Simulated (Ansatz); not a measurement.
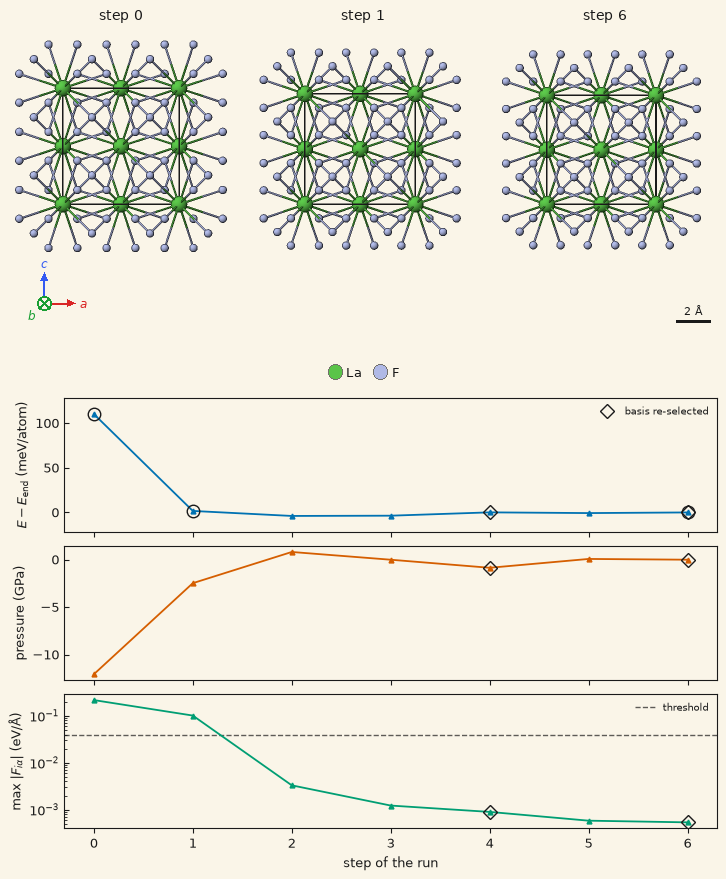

Frames of a relaxation of a crystal of LaF₅ (a generated structure, set up in F-43m) (coarse preliminary run), marked on the history of the run. Style: ball-and-stick. Shown: the conventional cell (4 times the calculation's cell), along the b axis. Lengths and directions refer to the drawn axes.

These are results of DFT PBE, scalar-relativistic, plane waves, PAW (Ansatz 0.2.0), not measurements.

Input
```yaml
crystal:
  lattice:
    - [0.0, 3.46922903, 3.46922903]
    - [3.46922903, 0.0, 3.46922903]
    - [3.46922903, 3.46922903, 0.0]
  atoms:
    - { symbol: La, position: [0.0, 0.0, 0.0] }
    - { symbol: F, position: [0.75, 0.75, 0.75] }
    - { symbol: F, position: [0.37597366, 0.37597366, 0.87207901] }
    - { symbol: F, position: [0.37597366, 0.87207901, 0.37597366] }
    - { symbol: F, position: [0.37597366, 0.37597366, 0.37597366] }
    - { symbol: F, position: [0.87207901, 0.37597366, 0.37597366] }
basis:
  ecutwfc: 420
kpoints:
  mp_grid: { grid: [4, 4, 4] }
hamiltonian:
  xc: pbe
scf:
  occupations: { method: gaussian, width: 0.1 }
  lower_state_search: "off"
output:
  forces: true
  stress: true
  eigenvalues: true
relax:
  adjacent_minimum: "off"
  f_tol: 0.04
  max_steps: 70
  cell: { stress_tol: 0.4 }
```

Run as
```bash
ansatz run input.yaml --threads 1 --pin off --max-ram 2560MiB --backend cpu --events-out ev --progress --plain --runs-dir out
```

What happens along the run?

Answer. Over 4 accepted moves (6 points after the start) the energy falls by 110 meV per atom. The largest force component goes from 0.22 to 0.00054 eV/Å. The pressure goes from −12.06 to −0.01 GPa. The SCF was repeated twice at an unchanged geometry on a basis and grid sized afresh for the cell, which shifted the energy by 3.7 meV per atom at most. The largest moves relative to the cell, 0.019 Å, are those of F3, F4, F5 and F6. F4 goes along [1 −1 −1]. La stays in place. Cell: a = b = c 6.938 → 6.518 Å (−6.1 %). Volume −17.1 %. Near-neighbour distances that change, for instance: La1–F2 3.004 → 2.822 Å, La1–F3 2.879 → 2.701 Å. The space group stays F-43m (No. 216). From step 0 to 1: F atoms move most (0.03 Å), volume −13.9 %, energy −109 meV per atom. From step 1 to 6: volume −3.7 %, energy −1.7 meV per atom.
